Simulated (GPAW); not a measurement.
Band structure of Ag3As (P6_3/mmc, 8 atoms in the cell).

```
Ag3As
1.0
    5.94004     0.00000     0.00000
   -2.97002     5.14423     0.00000
    0.00000     0.00000     4.80041
Ag As
6 2
Direct
  0.33321   0.16661   0.75000
  0.66679   0.83339   0.25000
  0.16661   0.33321   0.25000
  0.83339   0.66679   0.75000
  0.83339   0.16661   0.75000
  0.16661   0.83339   0.25000
  0.66667   0.33333   0.25000
  0.33333   0.66667   0.75000
```

Level of theory: LDA (Perdew-Wang 92), GPAW PAW datasets LDA (gpaw-data 1.0.1) (plane waves; GPAW).

Settings: mode = pw; ecut = 600 eV; xc = LDA; kpts = 4 4 4; mesh shift (steps) = 0 0 0; occupations.name = fermi-dirac; occupations.width = 0.1 eV; nbands = -16; convergence.density = 1e-05 e/electron; convergence.energy = 1e-05 eV/electron; symmetry.symmorphic = false; symmetry.tolerance = 0.0005; maxiter = 120; bandpath_npoints = 40.

The starting cell comes from a database of computed structures (which also holds hypothetical and non-ambient phases and stackings), without a prior relaxation at this level. The run gives no clean gap (levels at the Fermi energy touch, overlap or are partly filled at this smearing), which alone does not show that the compound is a metal.

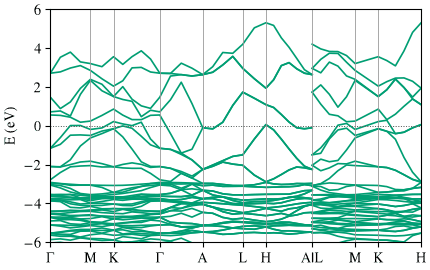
Figure: Bands along the path, energies from the Fermi level.

Levels in eV from the Fermi level, bands 53 to 60:
```csv
point,53,54,55,56,57,58,59,60
Γ,-2.10,-2.10,-1.16,-1.16,0.56,0.72,1.48,2.71
M,-1.82,-0.62,-0.49,-0.19,0.25,2.34,2.40,2.86
K,-2.11,-0.15,-0.15,0.22,0.86,1.51,1.51,2.05
A,-2.25,-2.25,-2.25,-2.25,-0.10,-0.10,2.64,2.64
L,-2.03,-2.03,-1.49,-1.49,1.74,1.74,2.96,2.96
H,-2.89,-2.89,0.06,0.06,1.09,1.09,1.94,1.94
```

Bands cross the Fermi level along this path, so the cell is metallic at this level.
